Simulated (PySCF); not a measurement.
**C$_{4}$H$_{5}$Al, SMILES `[AlH]1C=CC=C1`: what the electrons do**

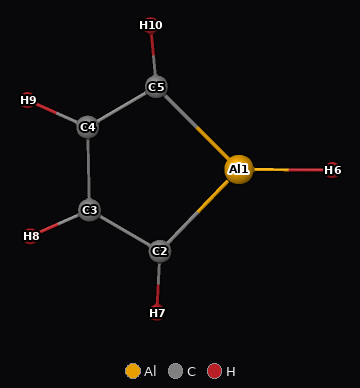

The molecule, with its atoms numbered as below. No frequency check shows the geometry to be a minimum.

Cartesian coordinates (Å):

```
Al1     -1.2831    0.0001    0.0000
C2       0.0480    1.4483    0.0000
C3       1.1951    0.7319    0.0000
C4       1.1947   -0.7324    0.0000
C5       0.0471   -1.4482    0.0000
H6      -2.8249    0.0021    0.0000
H7       0.1216    2.5305    0.0000
H8       2.1772    1.1980    0.0000
H9       2.1765   -1.1991    0.0000
H10      0.1202   -2.5304    0.0000
```

Part 1: Magnetic shielding

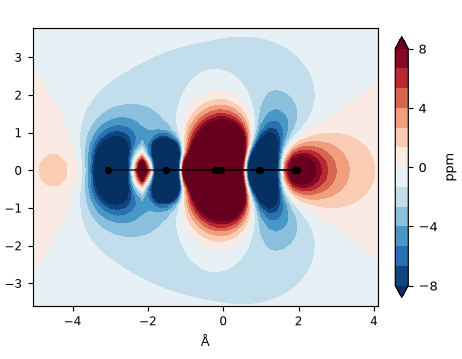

NICSzz (the component normal to the ring) in a plane perpendicular to the 5-membered ring Al1/C2/C3/C4/C5; GIAO shieldings; atoms are projected onto the map; negative values mean shielding.

PySCF calculation, B3LYP/def2-SVP, gas phase; geometry: GFN2-xTB.

Question: Is the ring aromatic by this magnetic criterion?

Answer: It is paratropic (antiaromatic): NICS(0) = +7.5, NICS(1) = +4.4, NICS(1)zz = +16.0 ppm.

Question: What absolute proton shieldings does the same calculation give?

Answer: From 24.5 ppm (H8 and H9) to 26.1 ppm (H7 and H10).

Part 2: The π system

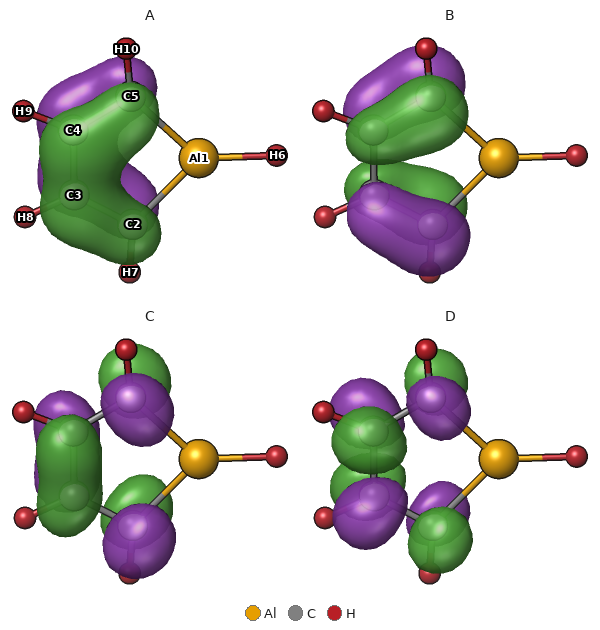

Natural orbitals of the π active space, CASSCF(4,4), singlet state, in order of falling occupation.

PySCF calculation, 6-311+G** basis, gas phase; geometry: GFN2-xTB.

Question: What are the natural occupation numbers?

Answer: A 1.93, B 1.89, C 0.12, D 0.06.

Question: How multiconfigurational is the state?

Answer: The leading determinant weighs 0.91; the effective number of unpaired electrons, Σ n²(2−n)², is 0.13; the most occupied of the weakly occupied orbitals holds 0.12 e, as in an ordinary closed-shell π system. The active space lowers the energy by 1.45 eV against Hartree–Fock.

Question: Where does the lowest triplet lie relative to the singlet, at this geometry and within this active space?

Answer: 2.48 eV above it by strongly contracted NEVPT2 (+2.61 eV by CASSCF); a small basis tends to put such gaps a few tenths of an eV too high. This is a vertical energy for π states alone; a state that uses lone pairs or σ orbitals may lie lower.

Part 3: Stretching a bond

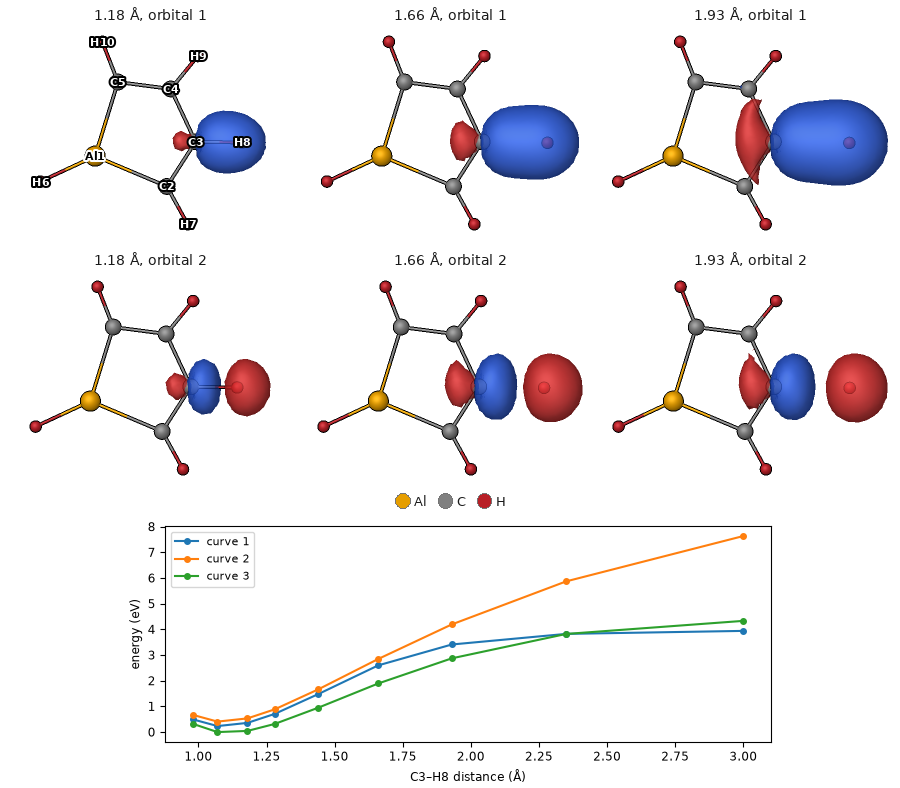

Rigid stretch of the C3–H8 bond. The two CASSCF(2,2) natural orbitals nearest half filling (orbital 1 the more occupied). Below: energies along the scan, from the lowest point of the three curves.

PySCF calculation, def2-SVP basis, gas phase; geometry: GFN2-xTB.

Question: How do the occupations change along the stretch?

Answer: 1.18 Å: 1.98 and 0.02; 1.66 Å: 1.91 and 0.09; 1.93 Å: 1.83 and 0.17. At the longest distance computed (3.00 Å) they are 1.30 and 0.70, and the effective number of unpaired electrons is 1.7.

UHF's ⟨S²⟩ passes 1 along the scan (up to 1.64), so it also polarises electrons outside the stretched bond; its energy lowering isn't due to that bond alone.

Question: Which curve is which method?

Answer: Curve 1 is UHF. Curve 2 is RHF. Curve 3 is CASSCF(2,2). RHF rises too steeply because it keeps both electrons in one orbital and so mixes in ionic fragments.

UHF already breaks spin symmetry near equilibrium here (⟨S²⟩ = 0.55 at 1.07 Å), for reasons apart from this bond.

Question: How much energy does the stretch cost?

Answer: By CASSCF, 4.3 eV from the lowest point of the scan (1.07 Å) to 3.00 Å; RHF gives 7.2 eV from its own lowest point. The fragments aren't relaxed and dynamic correlation is missing, so this isn't a bond dissociation energy.
